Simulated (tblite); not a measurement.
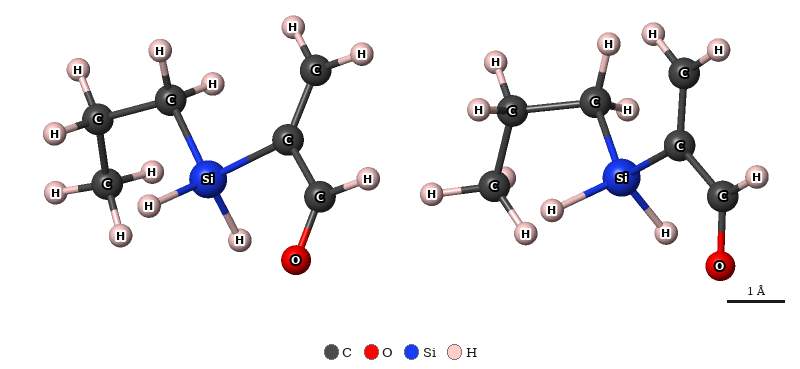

Two geometries of C6H12OSi, drawn at one scale. One is the start of a relaxation, the other its converged end. A ball-and-stick model, seen from a free direction.

The calculation used GFN2-xTB geometry optimisation, gas phase (tblite). 

### Which geometry has the lower energy?

The left one is the relaxed one. The largest moves after the best rigid fit, 1.10 Å, are those of H atoms. By element the largest moves are H 1.10 Å, C 0.64 Å, O 0.50 Å, Si 0.40 Å. Near-neighbour distances that change, for instance: C–Si 1.837 → 1.904 Å, C–O 1.253 → 1.206 Å, C–H 1.131 → 1.092 Å, C–H 1.079 → 1.109 Å. Bond angles that change, for instance: C–C–Si 123.0° → 111.6°, C–C–Si 118.9° → 128.2°, C–C–H 122.5° → 116.2°. Groups turn about C–Si by about 40°, C–C by about 25°. After 168 geometry steps the energy has fallen by 16.3 kcal/mol. Cost: 1.4 s on 1 thread of Intel(R) Xeon(R) Platinum 8488C, with other jobs on the host.
